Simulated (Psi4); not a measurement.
# CH7GaSi (SMILES [CH3][GaH][SiH3]) at wB97X/6-31G(d) (spherical functions)

What is the energy change on altering one bond length of CH7GaSi at wB97X/6-31G* (spherical functions)? Input form: a Python script.

Program for the calculation: Psi4 1.11.

## Step 1: The molecule

CH7GaSi: 10 atoms, total charge 0, spin state singlet. SMILES: `[CH3][GaH][SiH3]`. The coordinates come from a PBE0-D4/def2-TZVP relaxation.

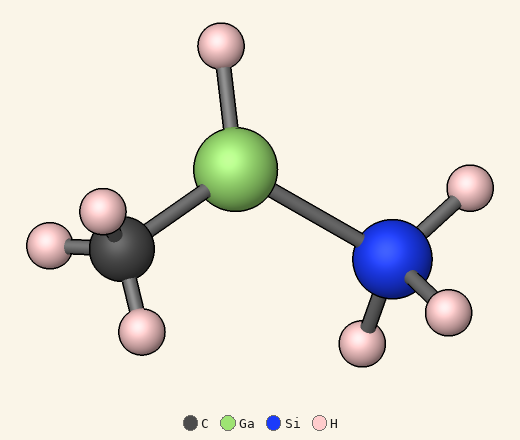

Viewed from a chosen angle; carbon dark grey, gallium green, silicon blue, hydrogen pink.

## Step 2: A single-point energy at wB97X/6-31G(d) (spherical functions)

ch7gasi.xyz

```xyz
10
CH7GaSi
C     -1.123300     1.394100    -0.619200
Ga     0.561500     0.659300     0.093300
Si     0.786700    -1.705300     0.550700
H     -1.924300     0.656600    -0.670400
H     -0.947000     1.785400    -1.626000
H     -1.454200     2.236500    -0.005700
H      1.759600     1.654600     0.346000
H      0.531000    -2.496200    -0.688800
H      2.125000    -2.100900     1.069700
H     -0.231700    -2.135100     1.553300
```

ch7gasi.py

```python
import psi4

psi4.set_memory(2200000000)
psi4.set_num_threads(1)
psi4.set_output_file('output.dat', False)

with open('ch7gasi.xyz') as f:
    atoms = ''.join(f.readlines()[2:])
molecule = psi4.geometry('0 1\n' + atoms + 'symmetry c1')

psi4.set_options({
    'puream': True,
    'e_convergence': 1e-09,
    'd_convergence': 1e-08,
    'scf_type': 'pk',
    'dft_radial_points': 99,
    'dft_spherical_points': 590,
})

e_tot, wfn = psi4.energy("wb97x/6-31G*", return_wfn=True)
print(f'total energy {e_tot:.8f} hartree = {e_tot * 27.211386:.5f} eV')
for k, v in sorted(psi4.core.scalar_variables().items()):
    print(f'{k:45s} {v:18.10f}')
```

On the command line:

```console
$ python ch7gasi.py
```

output.dat, cut to the lines that bear on the results:

```text
[...]
  Running in c1 symmetry.
[...]
  Nuclear repulsion =  238.583028564977326
[...]
  Multiplicity = 1
[...]
  Nalpha       = 29
  Nbeta        = 29
[...]
    Number of basis functions: 78
[...]
   @RKS iter   1: -2254.43273533599495   -2.26745e+00   3.76798e-02 DIIS/ADIIS
[...]
   @RKS iter  13: -2256.37816822808281    1.36424e-12   2.49353e-09 DIIS
[...]
    Orbital Energies [Eh]
    ---------------------
    Doubly Occupied:
       1A   -372.373674     2A    -66.098240     3A    -45.973172
       4A    -40.731510     5A    -40.727427     6A    -40.726874
       7A    -10.244605     8A     -5.616510     9A     -5.364508
      10A     -3.909085    11A     -3.897414    12A     -3.895915
      13A     -3.719691    14A     -3.719522    15A     -3.718905
      16A     -0.947370    17A     -0.942215    18A     -0.941455
      19A     -0.938065    20A     -0.935006    21A     -0.806168
      22A     -0.655846    23A     -0.531413    24A     -0.503681
      25A     -0.501074    26A     -0.444342    27A     -0.443404
      28A     -0.382128    29A     -0.348334
[...]
  @RKS Final Energy: -2256.37816822808281
   => Energetics <=
    Nuclear Repulsion Energy =            238.5830285649773259
    One-Electron Energy =               -3615.4033108739076852
    Two-Electron Energy =                1200.6116851107676666
    DFT Exchange-Correlation Energy =     -80.1695710299200215
    Empirical Dispersion Energy =           0.0000000000000000
    VV10 Nonlocal Energy =                  0.0000000000000000
    Total Energy =                      -2256.3781682280828136
[...]
 Multipole Moments:
 ------------------------------------------------------------------------------------
     Multipole            Electronic (a.u.)      Nuclear  (a.u.)        Total (a.u.)
 ------------------------------------------------------------------------------------
 L = 1.  Multiply by 2.5417464519 to convert [e a0] to [Debye]
 Dipole X            :          3.5771466           -3.8062860           -0.2291394
 Dipole Y            :          4.9834745           -4.7304904            0.2529841
 Dipole Z            :          0.5008417           -0.6240616           -0.1232199
 Magnitude           :                                                    0.3628898
[...]
```

The script printed:

```text
total energy -2256.37816823 hartree = -61399.17730 eV
CURRENT ENERGY                                  -2256.3781682281
CURRENT REFERENCE ENERGY                        -2256.3781682281
DD SOLVATION ENERGY                                 0.0000000000
DFT FUNCTIONAL TOTAL ENERGY                     -2256.3781682281
DFT TOTAL ENERGY                                -2256.3781682281
DFT VV10 ENERGY                                     0.0000000000
DFT XC ENERGY                                     -80.1695710299
GRID ELECTRONS ALPHA                               28.9999995804
GRID ELECTRONS BETA                                28.9999995804
GRID ELECTRONS TOTAL                               57.9999991608
NUCLEAR REPULSION ENERGY                          238.5830285650
ONE-ELECTRON ENERGY                             -3615.4033108739
PCM POLARIZATION ENERGY                             0.0000000000
PE ENERGY                                           0.0000000000
SCF ITERATION ENERGY                            -2256.3781682281
SCF ITERATIONS                                     13.0000000000
SCF TOTAL ENERGY                                -2256.3781682281
TWO-ELECTRON ENERGY                              1200.6116851108
XC GRID RADIAL POINTS                              99.0000000000
XC GRID SPHERICAL POINTS                          590.0000000000
XC GRID TOTAL POINTS                           556258.0000000000
```

It took 24 s on 1 thread of AMD EPYC 7R43 (Zen 3), shared host; peak memory 1.3 GiB.

## Step 3: The distorted shape

job.py

```python
import psi4

psi4.set_memory('2200 MB')
psi4.set_num_threads(1)
psi4.core.set_output_file('run.log', False)

geom = psi4.geometry("""
0 1
C     -1.024034     1.141391    -0.803242
Ga     0.660766     0.406591    -0.090742
Si     0.885966    -1.958009     0.366658
H     -1.825034     0.403891    -0.854442
H     -0.847734     1.532691    -1.810042
H     -1.454200     2.236500    -0.005700
H      1.858866     1.401891     0.161958
H      0.630266    -2.748909    -0.872842
H      2.224266    -2.353609     0.885658
H     -0.132434    -2.387809     1.369258
symmetry c1
no_reorient
no_com
""")

psi4.set_options({
    'basis': '6-31G*',
    'reference': 'rks',
    'puream': True,
    'e_convergence': 1e-09,
    'd_convergence': 1e-08,
    'scf_type': 'pk',
    'dft_radial_points': 99,
    'dft_spherical_points': 590,
})

e_tot, wfn = psi4.energy('WB97X', return_wfn=True)
psi4.oeprop(wfn, 'MAYER_INDICES', 'DIPOLE', 'WIBERG_LOWDIN_INDICES', title='WB97X')
print(f'total energy {e_tot:.8f} hartree = {e_tot * 27.211386:.5f} eV')
for k, v in sorted(psi4.core.scalar_variables().items()):
    print(f'{k:45s} {v:18.10f}')
```

On the command line:

```console
$ python job.py
```

run.log, cut to the lines that bear on the results:

```text
[...]
  Running in c1 symmetry.
[...]
  Nuclear repulsion =  237.186872883166757
[...]
  Multiplicity = 1
[...]
  Nalpha       = 29
  Nbeta        = 29
[...]
    Number of basis functions: 78
[...]
   @RKS iter   1: -2254.34828970056878   -2.33435e+00   3.77882e-02 ADIIS/DIIS
[...]
   @RKS iter  14: -2256.34032564556628   -4.54747e-12   1.48693e-09 DIIS
[...]
    Orbital Energies [Eh]
    ---------------------
    Doubly Occupied:
       1A   -372.375355     2A    -66.099982     3A    -45.974803
       4A    -40.733137     5A    -40.729052     6A    -40.728530
       7A    -10.275853     8A     -5.618177     9A     -5.366230
      10A     -3.910702    11A     -3.899043    12A     -3.897681
      13A     -3.721398    14A     -3.721233    15A     -3.720657
      16A     -0.948947    17A     -0.943779    18A     -0.943159
      19A     -0.939571    20A     -0.936720    21A     -0.790260
      22A     -0.657062    23A     -0.532830    24A     -0.507147
      25A     -0.457875    26A     -0.445839    27A     -0.444366
      28A     -0.384188    29A     -0.348769
[...]
  @RKS Final Energy: -2256.34032564556628
   => Energetics <=
    Nuclear Repulsion Energy =            237.1868728831667568
    One-Electron Energy =               -3612.5508598989190432
    Two-Electron Energy =                1199.1214784181340747
    DFT Exchange-Correlation Energy =     -80.0978170479485527
    Empirical Dispersion Energy =           0.0000000000000000
    VV10 Nonlocal Energy =                  0.0000000000000000
    Total Energy =                      -2256.3403256455667361
[...]
 Multipole Moments:
 ------------------------------------------------------------------------------------
     Multipole            Electronic (a.u.)      Nuclear  (a.u.)        Total (a.u.)
 ------------------------------------------------------------------------------------
 L = 1.  Multiply by 2.5417464519 to convert [e a0] to [Debye]
 Dipole X            :        -51.5776086           51.3949986           -0.1826100
 Dipole Y            :         18.8137369          -18.6606921            0.1530448
 Dipole Z            :          6.6762057           -6.8510018           -0.1747961
 Magnitude           :                                                    0.2955043
[...]
```

The script printed:

```text
total energy -2256.34032565 hartree = -61398.14755 eV
CURRENT ENERGY                                  -2256.3403256456
CURRENT REFERENCE ENERGY                        -2256.3403256456
DD SOLVATION ENERGY                                 0.0000000000
DFT FUNCTIONAL TOTAL ENERGY                     -2256.3403256456
DFT TOTAL ENERGY                                -2256.3403256456
DFT VV10 ENERGY                                     0.0000000000
DFT XC ENERGY                                     -80.0978170479
GRID ELECTRONS ALPHA                               28.9999997685
GRID ELECTRONS BETA                                28.9999997685
GRID ELECTRONS TOTAL                               57.9999995369
NUCLEAR REPULSION ENERGY                          237.1868728832
ONE-ELECTRON ENERGY                             -3612.5508598989
PCM POLARIZATION ENERGY                             0.0000000000
PE ENERGY                                           0.0000000000
SCF ITERATION ENERGY                            -2256.3403256456
SCF ITERATIONS                                     14.0000000000
SCF TOTAL ENERGY                                -2256.3403256456
TWO-ELECTRON ENERGY                              1199.1214784181
XC GRID RADIAL POINTS                              99.0000000000
XC GRID SPHERICAL POINTS                          590.0000000000
XC GRID TOTAL POINTS                           556815.0000000000
```

Run time: 22 s. Hardware: 1 thread of AMD EPYC 7R43 (Zen 3), shared host; peak memory 1.3 GiB.

## Step 4: What came out

Level: wB97X/6-31G* (spherical functions).

| quantity | value |
| --- | --- |
| first shape: total energy | -2256.37817 Eh |
| first shape: dipole moment | 0.92 D |
| first shape: HOMO energy | -9.48 eV |
| first shape: LUMO energy | 0.21 eV |
| first shape: HOMO–LUMO gap | 9.69 eV |
| distorted shape: total energy | -2256.34033 Eh |
| distorted shape: dipole moment | 0.75 D |
| distorted shape: HOMO energy | -9.49 eV |
| distorted shape: LUMO energy | 0.17 eV |
| distorted shape: HOMO–LUMO gap | 9.66 eV |
| energy change with the C1–H6 bond stretched from 1.093 to 1.421 Å | 1.030 eV |

**Reading.** With the C1–H6 bond stretched from 1.093 to 1.421 Å the energy rises by 1.03 eV (24 kcal/mol). The first shape isn't relaxed at this level, so the change isn't measured from a minimum.
